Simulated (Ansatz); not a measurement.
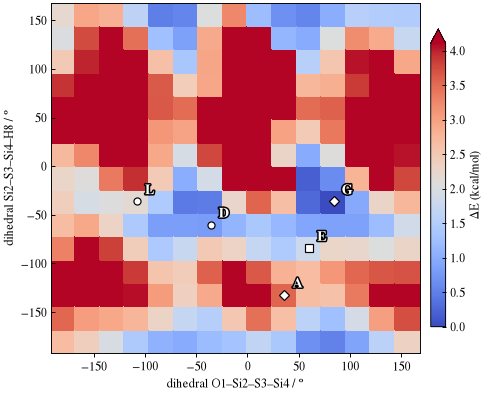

H5OSSi2, SMILES O[SiH2]S[SiH2], spin multiplicity 2. The first coordinate is: dihedral O1–Si2–S3–Si4; the second: dihedral Si2–S3–Si4–H8. Nothing is relaxed (all other coordinates rigid). Grid: 15 × 15 points. Points are written as (first, second). Energies: kcal/mol, counted from the lowest grid point. Computed with Ansatz 0.2.0, UKS SPW92 (LDA)/def2-SVP.

The picture shows one coloured cell a grid point, one colour for all values above the top of the scale, lettered points.

Question: Is L the lowest point of the computed grid?

Answer: No. L lies 2.16 kcal/mol above the lowest grid point, which is at (84°, −36°).

Question: Rank the lettered points by energy, lowest first.

Answer: G (0.00 kcal/mol), D (0.79 kcal/mol), E (1.81 kcal/mol), L (2.16 kcal/mol), A (3.56 kcal/mol).
